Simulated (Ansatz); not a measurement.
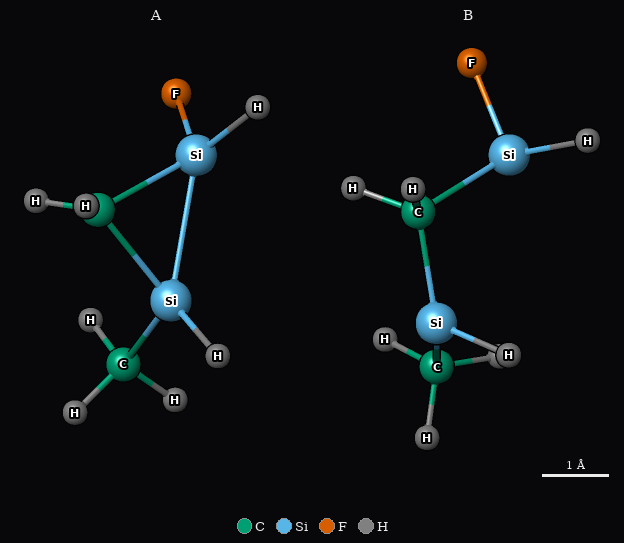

Two geometries of C$_{2}$H$_{7}$FSi$_{2}$, drawn at one scale. One is the start of a relaxation, the other its converged end. The picture is a ball-and-stick view, seen from a free direction.

Method: RKS PBE0/def2-SVP in Ansatz. (no spin polarisation; force threshold 0.015 eV/Å; at most 40 steps)

Question: Which one is relaxed?

Answer: Structure A is the relaxed one. The run prepares an end point of a later path (inversion) calculation, from a guessed geometry. A Si atom moves most after the best rigid fit: 0.87 Å. By element the largest moves are Si 0.87 Å, H 0.77 Å, F 0.71 Å, C 0.24 Å. Among the contacts that change: Si–Si 2.866 → 2.253 Å, C–Si 1.732 → 1.929 Å, C–Si 1.789 → 1.875 Å, C–Si 1.828 → 1.880 Å. Bond angles that change, for instance: Si–C–Si 107.2° → 72.5°, Si–C–H 109.3° → 120.5°, H–C–H 99.5° → 110.7°. After 14 geometry steps the energy has fallen by 70.2 kcal/mol. Largest force component: 4.1 eV/Å at the start, 0.011 eV/Å at the end. Cost: 35 s on 2 threads of Intel(R) Xeon(R) Platinum 8488C (Sapphire Rapids), with other jobs on the host, peak memory 0.27 GiB.
